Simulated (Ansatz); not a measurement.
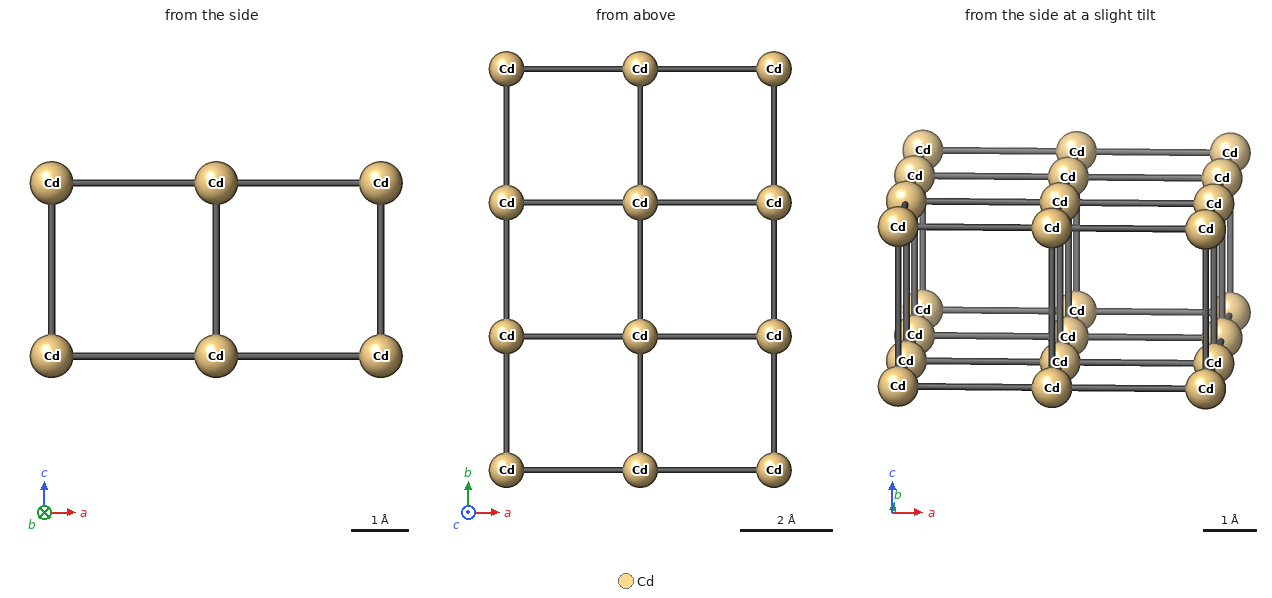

A ball-and-stick picture of a periodic sheet, seen from the side, from above and from the side at a slight tilt. The surface normal points up in side views; the vacuum is left out. 3×4 cells are drawn in the plane, with atoms at the edges repeated.

The cell holds 2 Cd.

Q: How far does the slab extend along the normal?

A: About 3.1 Å from the lowest to the highest atom.

Q: Name the atomic layers in order from the top face down.

A: Two planes: Cd / Cd.

Q: How are the atoms coordinated and connected?

A: About every Cd there are five Cd in a square pyramidal arrangement at about 2.9 to 3.1 Å. The bonds build Cd layers parallel to the surface.

The initial geometry was a structure type filled with this element by a generator (whether the element takes this form wasn't checked). The picture shows the end point of a geometry optimisation with Ansatz 0.2.0, DFT PBE, scalar-relativistic, plane waves, PAW.
